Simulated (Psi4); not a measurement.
# M06-2X/6-31G(d) (spherical functions) run of CH7BSi2 (SMILES CB1[SiH2][SiH2]1)

Aim: the energy change on altering one bond length of CH7BSi2 at M06-2X/6-31G* (spherical functions), from 2 runs. 

The results are computed with Psi4 1.11.

2 further runs of the same task are left out: 2 set aside as unsound or not needed. Runs told in other sessions of the task aren't counted.

## (1) Starting point

CH7BSi2 has 11 atoms, charge 0, and is taken as a singlet. As SMILES, `CB1[SiH2][SiH2]1`. The coordinates come from a PBE0-D4/def2-TZVP relaxation.

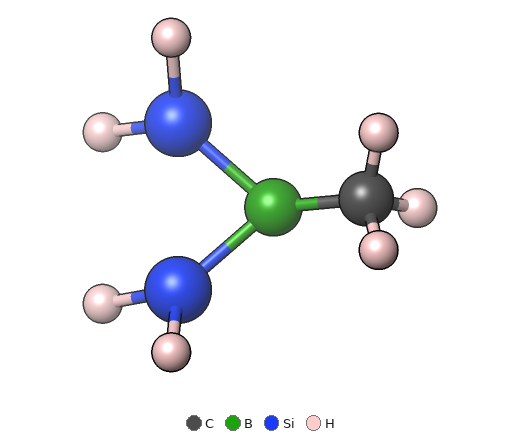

Viewed from a chosen angle; carbon dark grey, boron green, silicon blue, hydrogen pink.

## (2) The energy at M06-2X/6-31G(d) (spherical functions)

Contents of input.inp:

```
memory 2.2 GB

molecule {
  0 1
  C
  B 1 r2
  Si 2 r3 1 a3
  Si 2 r4 1 a4 3 d4
  H 1 r5 2 a5 4 d5
  H 1 r6 5 a6 2 d6
  H 1 r7 5 a7 6 d7
  H 3 r8 2 a8 1 d8
  H 3 r9 8 a9 4 d9
  H 4 r10 2 a10 1 d10
  H 4 r11 10 a11 2 d11

  r2 = 1.56601
  r3 = 1.90671
  a3 = 130.23951
  r4 = 1.906658
  a4 = 130.23309
  d4 = -120.77895
  r5 = 1.092438
  a5 = 114.13197
  d5 = -123.68006
  r6 = 1.09861
  a6 = 106.23887
  d6 = 116.74559
  r7 = 1.092336
  a7 = 109.19011
  d7 = 114.19403
  r8 = 1.481943
  a8 = 124.29123
  d8 = 165.73059
  r9 = 1.489011
  a9 = 110.69604
  d9 = -144.61722
  r10 = 1.48898
  a10 = 124.93817
  d10 = 11.18595
  r11 = 1.481994
  a11 = 110.70012
  d11 = 177.3169
  symmetry c1
  no_reorient
  no_com
}

set basis 6-31G*
set puream true
set e_convergence 1e-09
set d_convergence 1e-08
set scf_type pk
set dft_radial_points 99
set dft_spherical_points 590

e_tot = energy('m06-2x')
```

Started as:

```bash
$ psi4 input.inp input.out -n 1
```

input.out:

```text
[...]
  Running in c1 symmetry.
[...]
  Nuclear repulsion =  181.476423086420567
[...]
  Multiplicity = 1
[...]
  Nalpha       = 23
  Nbeta        = 23
[...]
    Number of basis functions: 78
[...]
   @RKS iter   1:  -645.74669494661669   -3.51460e-01   7.12133e-03 ADIIS/DIIS
[...]
   @RKS iter  12:  -645.94254387749538   -1.81899e-12   2.25923e-09 DIIS
[...]
    Orbital Energies [Eh]
    ---------------------
    Doubly Occupied:
       1A    -66.993513     2A    -66.993496     3A    -10.517629
       4A     -7.040137     5A     -5.547375     6A     -5.547355
       7A     -3.855877     8A     -3.855771     9A     -3.853498
      10A     -3.853455    11A     -3.852526    12A     -3.852468
      13A     -0.788936    14A     -0.662567    15A     -0.565162
      16A     -0.495200    17A     -0.466987    18A     -0.463155
      19A     -0.435986    20A     -0.393706    21A     -0.389089
      22A     -0.297838    23A     -0.266019
[...]
  @RKS Final Energy:  -645.94254387749538
   => Energetics <=
    Nuclear Repulsion Energy =            181.4764230864205672
    One-Electron Energy =               -1252.0277407776727614
    Two-Electron Energy =                 450.2328352481992511
    DFT Exchange-Correlation Energy =     -25.6240614344423250
    Empirical Dispersion Energy =           0.0000000000000000
    VV10 Nonlocal Energy =                  0.0000000000000000
    Total Energy =                       -645.9425438774952681
[...]
 Multipole Moments:
 ------------------------------------------------------------------------------------
     Multipole            Electronic (a.u.)      Nuclear  (a.u.)        Total (a.u.)
 ------------------------------------------------------------------------------------
 L = 1.  Multiply by 2.5417464519 to convert [e a0] to [Debye]
 Dipole X            :          0.6698659           -0.6714766           -0.0016106
 Dipole Y            :          0.3821964           -0.3826344           -0.0004380
 Dipole Z            :          2.1116514           -2.2014142           -0.0897628
 Magnitude           :                                                    0.0897783
[...]
```

Run time: 27 s. Hardware: 1 thread of Intel Xeon 6975P-C (Granite Rapids), shared host; peak memory 1.3 GiB.

## (3) The distorted shape, same level

Contents of ch7bsi2_ase.py:

```python
import numpy as np
from ase.calculators.psi4 import Psi4
from ase import Atoms

atoms = Atoms(['C', 'B', 'Si', 'Si', 'H', 'H', 'H', 'H', 'H', 'H', 'H'], positions=[
    [-0.950368, 1.654942, -0.864084],
    [-1.137068, 0.104442, -0.980184],
    [-0.667668, -1.287158, 0.235816],
    [-0.476168, -1.121458, -2.282384],
    [-0.520868, 1.983242, 0.085216],
    [-1.957768, 2.090542, -0.912484],
    [-0.385468, 2.099442, -1.686584],
    [-1.165668, -2.679858, 0.143416],
    [0.876900, -0.975400, 2.403900],
    [0.552532, -0.801358, -3.310184],
    [-0.967668, -2.509758, -2.447784],
])
calc = Psi4(atoms=atoms, method='m06-2x', basis='6-31G*', memory='2200MB', num_threads=1, charge=0, multiplicity=1, label='ch7bsi2')
calc.psi4.set_options({'puream': True, 'e_convergence': 1e-09, 'd_convergence': 1e-08, 'scf_type': 'pk', 'dft_radial_points': 99, 'dft_spherical_points': 590})
atoms.calc = calc

print(f'energy: {atoms.get_potential_energy():.6f} eV')
```

Started as:

```bash
$ python ch7bsi2_ase.py
```

ch7bsi2.dat:

```text
[...]
  Running in c1 symmetry.
[...]
  Nuclear repulsion =  178.284466044443974
[...]
  Multiplicity = 1
[...]
  Nalpha       = 23
  Nbeta        = 23
[...]
    Number of basis functions: 78
[...]
   @RKS iter   1:  -645.55074497200098   -3.46676e-01   7.74742e-03 DIIS/ADIIS
[...]
   @RKS iter  14:  -645.82248386715980   -2.38742e-12   5.63033e-09 DIIS
[...]
    Orbital Energies [Eh]
    ---------------------
    Doubly Occupied:
       1A    -67.037527     2A    -67.010874     3A    -10.525563
       4A     -7.058599     5A     -5.583492     6A     -5.564695
       7A     -3.891083     8A     -3.889848     9A     -3.887901
      10A     -3.873154    11A     -3.870660    12A     -3.869985
      13A     -0.797532    14A     -0.673618    15A     -0.561607
      16A     -0.503212    17A     -0.474671    18A     -0.470792
      19A     -0.427064    20A     -0.401516    21A     -0.341646
      22A     -0.284489    23A     -0.269432
[...]
  @RKS Final Energy:  -645.82248386715980
   => Energetics <=
    Nuclear Repulsion Energy =            178.2844660444439739
    One-Electron Energy =               -1244.8918049094879734
    Two-Electron Energy =                 446.3429010214339314
    DFT Exchange-Correlation Energy =     -25.5580460235496965
    Empirical Dispersion Energy =           0.0000000000000000
    VV10 Nonlocal Energy =                  0.0000000000000000
    Total Energy =                       -645.8224838671598036
[...]
 Multipole Moments:
 ------------------------------------------------------------------------------------
     Multipole            Electronic (a.u.)      Nuclear  (a.u.)        Total (a.u.)
 ------------------------------------------------------------------------------------
 L = 1.  Multiply by 2.5417464519 to convert [e a0] to [Debye]
 Dipole X            :         -1.9593634            1.6255706           -0.3337928
 Dipole Y            :         -2.1232707            2.2042604            0.0809897
 Dipole Z            :         -1.8388009            1.0554582           -0.7833427
 Magnitude           :                                                    0.8553378
[...]
```

The script printed:

```text
energy: -17573.724912 eV
```

It took 29 s on 1 thread of Intel Xeon 6975P-C (Granite Rapids), shared host; peak memory 1.2 GiB.

## (4) Results

Level: M06-2X/6-31G* (spherical functions).

```
                                                          quantity          value
                                         first shape: total energy  -645.94254 Eh
                                        first shape: dipole moment         0.23 D
                                          first shape: HOMO energy       -7.24 eV
                                          first shape: LUMO energy       -0.54 eV
                                        first shape: HOMO–LUMO gap        6.70 eV
                                     distorted shape: total energy  -645.82248 Eh
                                    distorted shape: dipole moment         2.17 D
                                      distorted shape: HOMO energy       -7.33 eV
                                      distorted shape: LUMO energy       -2.24 eV
                                    distorted shape: HOMO–LUMO gap        5.09 eV
energy change with the Si3–H9 bond stretched from 1.489 to 2.680 Å       3.267 eV
```

In words: With the Si3–H9 bond stretched from 1.489 to 2.680 Å the energy rises by 3.27 eV (315 kJ/mol). The first shape isn't relaxed at this level, so the change isn't measured from a minimum. A restricted reference can't describe the breaking bond well at this length. With no_com the log's rotational constants are taken about the origin, not the centre of mass, so they aren't the molecule's.
